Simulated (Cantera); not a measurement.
Feed: 1 mol BN, 4.2 mol H2, equilibrated at 8.00 mbar.

Method: chemical equilibrium by Gibbs-energy minimisation in Cantera with the NASA 1993 tables (ideal gas, pure condensed phases). Candidate condensed phases: B, BN; 15 gas species. Mutual solubility and eutectic melting of coexisting phases are not modelled. The tables' values for BH2 are old estimates; treat these amounts as uncertain. Rates play no part.

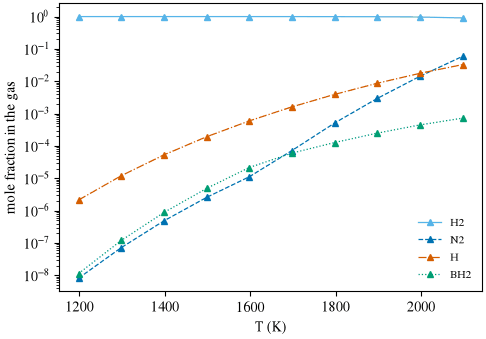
Equilibrium gas composition (values under 1e-9 drawn at 1e-9)

From 1198 K to 1598 K the condensed part is BN(s). From 1698 K to 2098 K the condensed part is B(s) + BN(s).
